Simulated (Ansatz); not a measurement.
# Surface energy of Al(221) slab (40 atoms)

What is the surface energy of this cell, counted against the bulk crystal, and how far does it hang on functional and mesh?

Calculated with Ansatz 0.2.0: Kohn-Sham DFT, PBE, PAW (set soft_2), plane waves; cutoff 420 eV, fermi-dirac smearing of 0.1 eV. Cutoffs: 420 eV for PBE and PBEsol; 500 eV for r2SCAN.

**The cells**

The cell holds 40 atoms: 40 Al. Cell: a = 5.713 Å, b = 8.570 Å, c = 27.793 Å, α = 90.0°, β = 90.0°, γ = 90.0°. It derives from Al. The starting structure: Slab of Al cut on (2 2 1), 12.8 Å thick, 2 x 1 surface cells, both faces free, 15 Å of vacuum; not relaxed. Lattice constants are starting values near those of PBE. Vacuum lies along c.

The bulk reference is Al4 in a cell of 4 atoms, 16.485 Å³ an atom.

The input of the single point on the relaxed cell:

```yaml
crystal:
  lattice:
    - [5.71342, 0.0, 0.0]
    - [0.0, 8.57013, 0.0]
    - [0.0, 0.0, 27.79333]
  atoms:
    - { symbol: Al, position: [0.25, 0.15581, 0.27341] }
    - { symbol: Al, position: [0.0, 0.88259, 0.2952] }
    - { symbol: Al, position: [0.25, 0.61173, 0.31624] }
    - { symbol: Al, position: [0.0, 0.34072, 0.33945] }
    [... 34 atom lines left out ...]
    - { symbol: Al, position: [0.75, 0.17297, 0.7048] }
    - { symbol: Al, position: [0.5, 0.89974, 0.72659] }
kpoints:
  mp_grid: { grid: [6, 4, 1] }
hamiltonian:
  xc: pbe
scf:
  occupations: { method: fermi_dirac, width: 0.1 }
output:
  forces: true
  populations: true
  dos:
    method: { smearing: { sigma: 0.08 } }
    de: 0.1
    projected: { site_lists: { Al: [Al] } }
  eigenvalues: true
  write_density: true
  write_potential: true
  volumetric_format: npy
```

| cell | formula | k-mesh | relaxation steps | gain on relaxing (eV) | free energy, PBE (eV) | time of its runs on this page |
| --- | --- | --- | --- | --- | --- | --- |
| Al(221) slab | Al40 | 6×4×1 (relaxed on 4×3×1) | 3 | 0.15 | -21494.680 | 3.8 min |
| bulk Al | Al4 | 14×14×14 | - | - | -2150.040 | 4.5 s |

Times come from shared hosts and are rough.

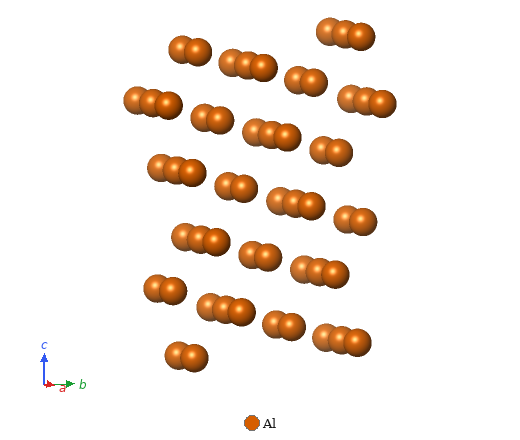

The relaxed cell. Some periodic images of atoms are drawn too.

**Surface energy**

The excess is the cell's free energy less 10 times that of the bulk cell. It is divided by twice the area, as the cell holds two faces, so the value is their mean, and they need not be alike (48.96 Å²), with 1 eV/Å² = 16.022 J/m².

| level | k-mesh | excess (eV) | surface energy (J/m²) | per area (meV/Å²) |
| --- | --- | --- | --- | --- |
| PBE | 6×4×1 | 5.716 | 0.935 | 58.4 |
| PBE, denser mesh | 8×5×1 | 5.765 | 0.943 | 58.9 |
| r2SCAN | 6×4×1 | 6.459 | 1.057 | 66.0 |
| PBEsol | 6×4×1 | 6.683 | 1.093 | 68.2 |

Worked for the first row at PBE: (-21494.680) − 10 × (-2150.040) = 5.716 eV (from unrounded energies).

Then 5.716 / (2 × 48.96) × 16.022 = 0.935 J/m².

**Neighbours**

Bonds by pair of elements; cutoffs follow the first minimum of g(r), held within bounds set by covalent radii, and pairs that aren't listed don't count as bonded:

| pair A-B | cutoff (Å) | bonds | mean length (Å) | spread (Å) | shortest (Å) | B about A | A about B |
| --- | --- | --- | --- | --- | --- | --- | --- |
| Al-Al | 3.33 | 216 | 2.85 | 0.036 | 2.77 | 10.8 | 10.8 |

How many atoms have how many bonded neighbours:

| element | mean | 7 | 9 | 11 | 12 |
| --- | --- | --- | --- | --- | --- |
| Al | 10.8 | 4 | 8 | 4 | 24 |

**Findings**

At PBE the surface energy is 0.94 J/m². At the same geometries the levels give 0.94 (PBE) to 1.09 J/m² (PBEsol) and the denser mesh leaves it within 0.01 J/m². Relaxing the atoms lowered it by 0.024 J/m² from the start (on the 4×3×1 mesh of the relaxation), and the farthest atom moved 0.14 Å. By these cutoffs 16 of 40 Al atoms differ from the commonest count of 12.

Limits: The cell edges were held, so the lattice is the typed one for every functional. Cell and bulk are sampled on unlike meshes, and the error grows with the number of atoms subtracted. These are free energies under a smearing of 0.1 eV, whose entropy term isn't removed. In some runs the program notes that positions were snapped to a detected symmetry and the exchange-correlation potential is rough where the density is thin.

[Logs are printed without paths, hosts, clocks, repeated set-up lines and the standing remarks that a program may print on its own settings, such as how far it seeks lower states.]

[Hosts, paths, dates, database ids (printed as entryN), source tags and the programs' standing remarks are cut or masked in the printed files.]
